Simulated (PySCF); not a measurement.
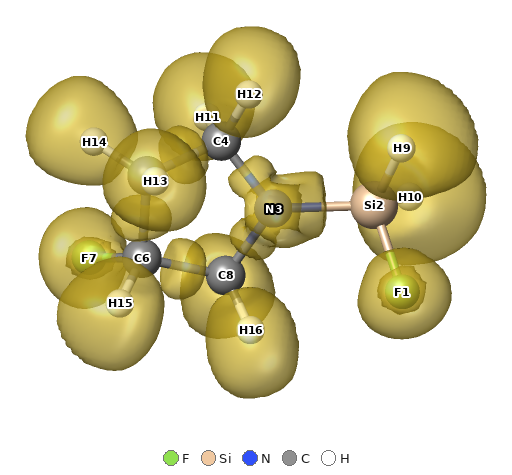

Figure. C4H9F2NSi. Isosurface of the electron localisation function at 0.75 (yellow), seen at an oblique angle. Core shells and regions of very low density are left out.

Geometry: GFN2-xTB.

Theory: wB97X-D/def2-SVPD, SCF density, gas phase (PySCF 2.14.0).

```xyz
17

F     3.0262   -0.7844    0.6102
Si    2.3030    0.5507    0.0770
N     0.6378    0.1810    0.1184
C    -0.4377    1.1431    0.1485
C    -1.5856    0.3529    0.7777
C    -1.3926   -1.0503    0.1986
F    -2.2360   -1.2376   -0.8805
C     0.0694   -1.0909   -0.2755
H     2.5439    1.6108    1.0408
H     2.9109    0.7584   -1.2353
H    -0.7156    1.4647   -0.8653
H    -0.1501    2.0195    0.7269
H    -1.4755    0.3219    1.8606
H    -2.5667    0.7481    0.5234
H    -1.6437   -1.8473    0.9040
H     0.6372   -1.9060    0.1725
H     0.0683   -1.2227   -1.3657
```

Question: Identify the bonds, lone pairs and shells in this picture.

Answer: At this value the surface marks out three regions between bonded C–C atoms (shared pairs), nine regions around hydrogen nuclei, one region on F in which the atom's valence shell and bonds are merged, one region on N in which the atom's valence shell and bonds are merged and one region wrapped around F (its lone pairs, merged into a ring or cap).

Values along the shortest contacts:
C–F (1.38 Å): the ELF peaks at about 0.85 between the atoms (a polar covalent bond). C–N (1.44 Å): the ELF peaks at about 0.95 between the atoms; a shared electron pair.
